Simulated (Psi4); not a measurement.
**CCSD/def2-TZVPP run of GeF2 (SMILES [F][Ge][F])**

Aim: the energy change on altering one bond length of GeF2 at CCSD/def2-TZVPP, from 2 runs. 

The results are computed with Psi4 1.11.

## Step 1: The system as given

GeF2: 3 atoms, total charge 0, spin state singlet. As SMILES, `[F][Ge][F]`. The shape is that of a PBE0-D4/def2-TZVP optimisation.

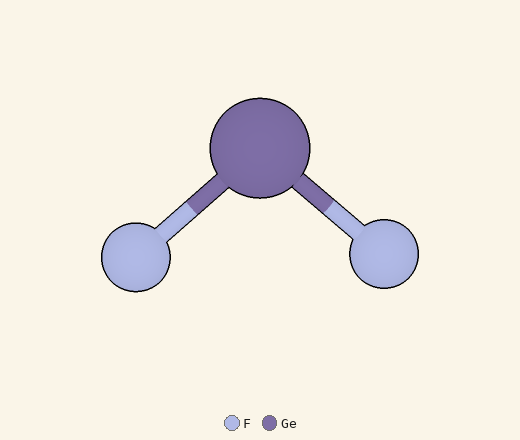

Viewed from a chosen angle; fluorine light blue, germanium purple.

## Step 2: A single-point energy at CCSD/def2-TZVPP

job.inp

```
memory 1.6 GB

molecule {
  0 1
  F
  Ge 1 1.74478
  F 2 1.744835 1 97.24431
  symmetry c1
  no_reorient
  no_com
}

set basis def2-TZVPP
set puream true
set e_convergence 1e-09
set d_convergence 1e-08
set scf_type pk
set num_frozen_docc 11

e_tot, wfn = energy('ccsd', return_wfn=True)
```

Command:

```
$ psi4 -i job.inp -o job.out -n 1
```

job.out:

```text
[...]
  Running in c1 symmetry.
[...]
  Nuclear repulsion =  191.062725833726859
[...]
  Multiplicity = 1
[...]
  Nalpha       = 25
  Nbeta        = 25
[...]
    Number of basis functions: 110
[...]
   @RHF iter   1: -2273.47359230348138   -3.89602e+00   2.32729e-02 ADIIS/DIIS
[...]
   @RHF iter  11: -2274.41538074084065   -9.54969e-12   3.82859e-09 DIIS
[...]
    Orbital Energies [Eh]
    ---------------------
    Doubly Occupied:
       1A   -405.302785     2A    -52.205969     3A    -46.293738
       4A    -46.292345     5A    -46.291683     6A    -26.269431
       7A    -26.269414     8A     -7.251628     9A     -5.227370
      10A     -5.223052    11A     -5.220393    12A     -1.712707
      13A     -1.709221    14A     -1.701157    15A     -1.697260
      16A     -1.692504    17A     -1.556290    18A     -1.528674
      19A     -0.757916    20A     -0.666623    21A     -0.652845
      22A     -0.642896    23A     -0.620277    24A     -0.610753
      25A     -0.431961
[...]
  @RHF Final Energy: -2274.41538074084065
   => Energetics <=
    Nuclear Repulsion Energy =            191.0627258337268586
    One-Electron Energy =               -3555.2984327246140310
    Two-Electron Energy =                1089.8203261500464123
    Total Energy =                      -2274.4153807408411012
[...]
 Multipole Moments:
 ------------------------------------------------------------------------------------
     Multipole            Electronic (a.u.)      Nuclear  (a.u.)        Total (a.u.)
 ------------------------------------------------------------------------------------
 L = 1.  Multiply by 2.5417464519 to convert [e a0] to [Debye]
 Dipole X            :         -2.4738480            1.6758812           -0.7979668
 Dipole Y            :         -2.1790841            1.4762835           -0.7028007
 Dipole Z            :          0.0000000            0.0000000            0.0000000
 Magnitude           :                                                    1.0633343
[...]
      * MP2 total energy                      = -2275.143666248463433
[...]
      * CCSD total energy                     = -2275.140388942092613
[...]
```

Run time: 37 s. Hardware: 1 thread of AMD EPYC 9R45 (Zen 5), shared host; peak memory 1.1 GiB.

## Step 3: The distorted shape, same level

f2ge_ase.py

```python
import numpy as np
from ase.calculators.psi4 import Psi4
from ase import Atoms

mol = Atoms(['F', 'Ge', 'F'], positions=[
    [-0.872912, -1.222792, -0.620157],
    [0.637500, -0.295200, 0.320200],
    [0.027600, 1.332100, 0.164100],
])
calc = Psi4(atoms=mol, method='ccsd', basis='def2-TZVPP', memory='1600MB', num_threads=1, charge=0, multiplicity=1, label='f2ge')
calc.psi4.set_options({'puream': True, 'e_convergence': 1e-09, 'd_convergence': 1e-08, 'scf_type': 'pk', 'num_frozen_docc': 11})
mol.calc = calc

print(f'energy: {mol.get_potential_energy():.6f} eV')
```

Command:

```
$ python f2ge_ase.py
```

f2ge.dat:

```text
[...]
  Running in c1 symmetry.
[...]
  Nuclear repulsion =  178.498649610098283
[...]
  Multiplicity = 1
[...]
  Nalpha       = 25
  Nbeta        = 25
[...]
    Number of basis functions: 110
[...]
   @RHF iter   1: -2273.46558733571464   -4.20794e+00   2.31207e-02 DIIS/ADIIS
[...]
   @RHF iter  12: -2274.38744410448180   -5.91172e-12   3.54295e-09 DIIS
[...]
    Orbital Energies [Eh]
    ---------------------
    Doubly Occupied:
       1A   -405.333870     2A    -52.236221     3A    -46.323621
       4A    -46.322710     5A    -46.321790     6A    -26.288882
       7A    -26.217186     8A     -7.279430     9A     -5.254239
      10A     -5.249896    11A     -5.247669    12A     -1.736049
      13A     -1.728065    14A     -1.727548    15A     -1.724257
      16A     -1.719733    17A     -1.560420    18A     -1.469971
      19A     -0.749742    20A     -0.657361    21A     -0.649063
      22A     -0.609587    23A     -0.564974    24A     -0.564904
      25A     -0.453420
[...]
  @RHF Final Energy: -2274.38744410448180
   => Energetics <=
    Nuclear Repulsion Energy =            178.4986496100982833
    One-Electron Energy =               -3529.7909710120052296
    Two-Electron Energy =                1076.9048772974251733
    Total Energy =                      -2274.3874441044818013
[...]
 Multipole Moments:
 ------------------------------------------------------------------------------------
     Multipole            Electronic (a.u.)      Nuclear  (a.u.)        Total (a.u.)
 ------------------------------------------------------------------------------------
 L = 1.  Multiply by 2.5417464519 to convert [e a0] to [Debye]
 Dipole X            :          3.4867907           -2.0529072            1.4338835
 Dipole Y            :         -0.7077526            0.6774642           -0.0302883
 Dipole Z            :          1.8525641           -1.0616006            0.7909635
 Magnitude           :                                                    1.6378531
[...]
      * MP2 total energy                      = -2275.121529031295722
[...]
      * CCSD total energy                     = -2275.116410554145205
```

Standard output:

```text
Memory set to   1.490 GiB by Python driver.
  Threads set to 1 by Python driver.

  Memory set to   1.490 GiB by Python driver.
  Threads set to 1 by Python driver.
energy: -61909.070898 eV
```

It took 40 s on 1 thread of AMD EPYC 9R45 (Zen 5), shared host; peak memory 1.1 GiB.

## Step 4: Summary of results

At CCSD/def2-TZVPP, 11 core orbitals frozen:

```
                                                          quantity           value
                                         first shape: total energy  -2275.14039 Eh
                  first shape: HOMO energy (Hartree–Fock orbitals)       -11.75 eV
                  first shape: LUMO energy (Hartree–Fock orbitals)         0.44 eV
                first shape: HOMO–LUMO gap (Hartree–Fock orbitals)        12.20 eV
         first shape: correlation energy (11 core orbitals frozen)      -725.0 mEh
                                        first shape: T1 diagnostic           0.015
                                     distorted shape: total energy  -2275.11641 Eh
              distorted shape: HOMO energy (Hartree–Fock orbitals)       -12.34 eV
              distorted shape: LUMO energy (Hartree–Fock orbitals)        -0.14 eV
            distorted shape: HOMO–LUMO gap (Hartree–Fock orbitals)        12.20 eV
     distorted shape: correlation energy (11 core orbitals frozen)      -729.0 mEh
                                    distorted shape: T1 diagnostic           0.017
energy change with the F1–Ge2 bond stretched from 1.745 to 2.007 Å        0.652 eV
```

What this shows: With the F1–Ge2 bond stretched from 1.745 to 2.007 Å the energy rises by 0.65 eV (63.0 kJ/mol). The first shape isn't relaxed at this level, so the change isn't measured from a minimum.
